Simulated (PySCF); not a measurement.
Potential energy curve for H₆Si₂, SMILES [SiH3][SiH3]. The Si1–H8 bond (Si1 also carries H, H, Si; H8 carries nothing else) is varied alone, starting from the PBE0/def2-TZVP optimised geometry.

- UHF/cc-pVDZ (PySCF)
- UKS-BHandHLYP = unrestricted BHandHLYP/cc-pVDZ (PySCF)
- RHF/cc-pVDZ (PySCF)

Magnitude of the dipole moment (D; its direction can reverse along the curve, and a method can change to another solution) and Mulliken charge of the fragment that holds Si1:

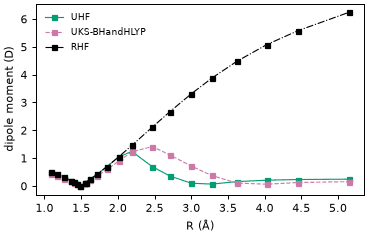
Figure: Dipole moment against bond length.

```tsv
R / Å	μ UHF	q UHF	μ UKS-BHandHLYP	q UKS-BHandHLYP	μ RHF	q RHF
1.09	0.49	0.29	0.42	0.26	0.49	0.29
1.17	0.42	0.22	0.36	0.19	0.42	0.22
1.27	0.31	0.16	0.27	0.12	0.31	0.16
1.36	0.20	0.13	0.17	0.09	0.20	0.13
1.40	0.14	0.12	0.12	0.08	0.14	0.12
1.44	0.08	0.11	0.07	0.07	0.08	0.11
1.49	0.00	0.10	0.00	0.07	0.00	0.10
1.55	0.11	0.10	0.09	0.07	0.11	0.10
1.56	0.12	0.10	0.11	0.07	0.12	0.10
1.62	0.23	0.10	0.20	0.07	0.23	0.10
1.72	0.43	0.11	0.37	0.08	0.43	0.11
1.85	0.69	0.12	0.59	0.09	0.69	0.12
2.01	1.04	0.13	0.89	0.10	1.04	0.13
2.19	1.24	0.13	1.23	0.12	1.46	0.15
2.47	0.69	0.07	1.42	0.12	2.11	0.18
2.71	0.36	0.04	1.11	0.08	2.67	0.20
3.00	0.10	0.02	0.71	0.05	3.31	0.22
3.28	0.07	0.01	0.38	0.03	3.87	0.24
3.62	0.16	0.00	0.10	0.01	4.48	0.25
4.03	0.21	0.00	0.06	0.00	5.08	0.26
4.45	0.23	0.00	0.12	0.00	5.58	0.26
5.15	0.24	0.00	0.15	0.00	6.24	0.25
```

The unrestricted determinant behind UHF is spin-contaminated at 2.19 to 5.15 Å (<S²> up to 1.0, against 0.00 for a pure singlet). The unrestricted determinant behind UKS-BHandHLYP is spin-contaminated at 2.47 to 5.15 Å (<S²> up to 1.0, against 0.00 for a pure singlet). The restricted form behind RHF keeps the bonding electrons paired and can't separate into open-shell fragments.
